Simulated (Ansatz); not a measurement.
**GaGeCl$_{5}$: density, localisation and related maps**

Input

```
crystal:
  lattice:
    - [4.6877608, 0.0, 0.0]
    - [0.0, 4.6877608, 0.0]
    - [0.0, 0.0, 8.16788449]
  atoms:
    - { symbol: Ga, position: [0.0, 0.0, 0.5] }
    - { symbol: Ge, position: [0.5, 0.5, 0.0] }
    - { symbol: Cl, position: [0.0, 0.0, 0.0] }
    - { symbol: Cl, position: [0.5, 0.0, 0.70478515] }
    - { symbol: Cl, position: [0.0, 0.5, 0.70478515] }
    - { symbol: Cl, position: [0.5, 0.0, 0.29521485] }
    - { symbol: Cl, position: [0.0, 0.5, 0.29521485] }
kpoints:
  mp_grid: { grid: [4, 4, 4] }
hamiltonian:
  xc: pbesol
scf:
  occupations: { method: fermi_dirac, width: 0.03 }
relax:
  f_tol: 0.01
  cell: {}
  max_steps: 120
output:
  write_density: true
  write_potential: true
  elf: true
  volumetric_format: npy
```

Command:

```sh
ansatz run input.yaml --threads 4 --pin off --max-ram 4608MiB --backend cpu --events-out ev --progress --plain --runs-dir out
```

Below, planes, directions and counts refer to the conventional cell (a = 4.32 Å, b = 4.32 Å, c = 7.34 Å, α = 90.00°, β = 90.00°, γ = 90.00°).

The fields are those of the run's last geometry, not of the input's.

Space group P4/mmm; a structure from a database of computed crystals, not necessarily the ambient phase; started from the SiSnPd5-123 prototype, which need not be the ambient phase.

The calculation used DFT, PBEsol, plane waves, PAW in Ansatz 0.2.0.

In a PAW calculation such maps are meaningful between the atoms, not at the nuclei.

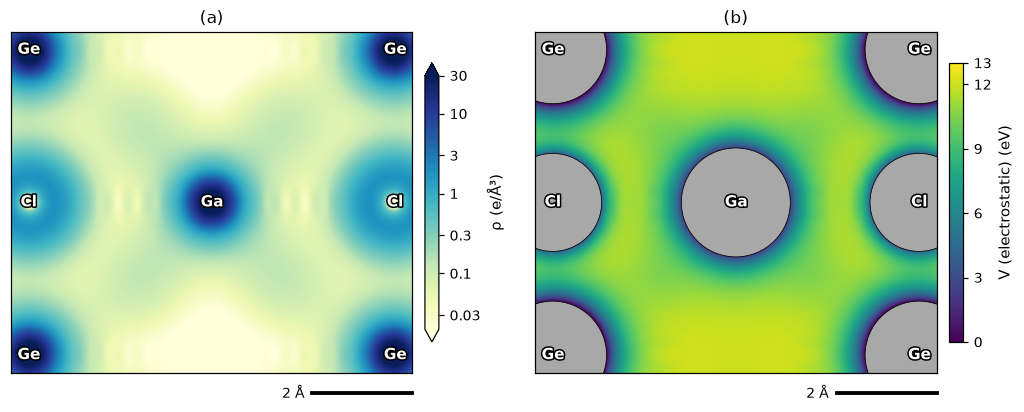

Figure 1. (a) valence pseudo-density; (b) electrostatic potential (local pseudopotential plus Hartree) felt by an electron on the (110) plane of the conventional cell. Grey discs cover the atomic cores in the potential map.

Q: Describe what can be read from this map.

A: The plane passes through Ga, Ge and Cl nuclei.
Ge–Cl (3.06 Å): ρ at the midpoint is about 0.14 e/Å³.
Between the atoms the lowest density in this plane is 0.006 e/Å³.
Outside the cores the potential energy rises away from the atoms and is highest about 2.3 Å from the nearest atoms; its zero is arbitrary.

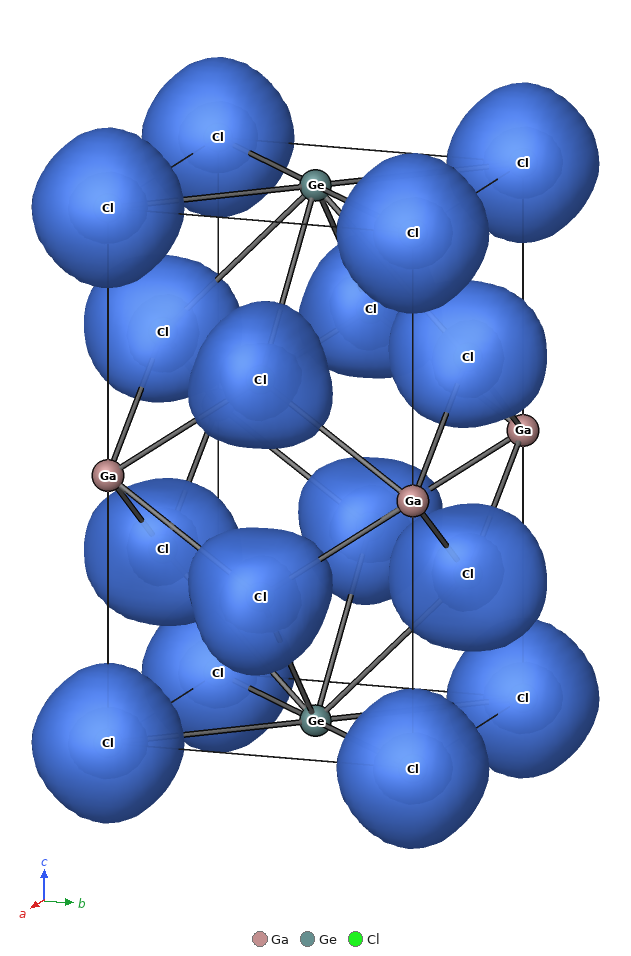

Figure 2. Isosurface of the ELF at 0.8 (blue), seen slightly off an axis. Core shells and regions of very low density are left out. Sticks mark near contacts.

Q: Describe the localisation domains.

A: At this value the surface marks out five regions wrapped around Cl (the valence shell of each), counted in one cell of 7 atoms. Any copies at cell faces, edges or corners count once. Along the contacts the grid gives the following. Ga–Cl (2.62 Å): the ELF peaks at about 0.90 in the valence shell of Cl, 0.8 Å from its nucleus, and is about 0.45 at the midpoint. Ge–Cl (3.06 Å): the ELF is about 0.20 at the midpoint: no localised pair shows between them.
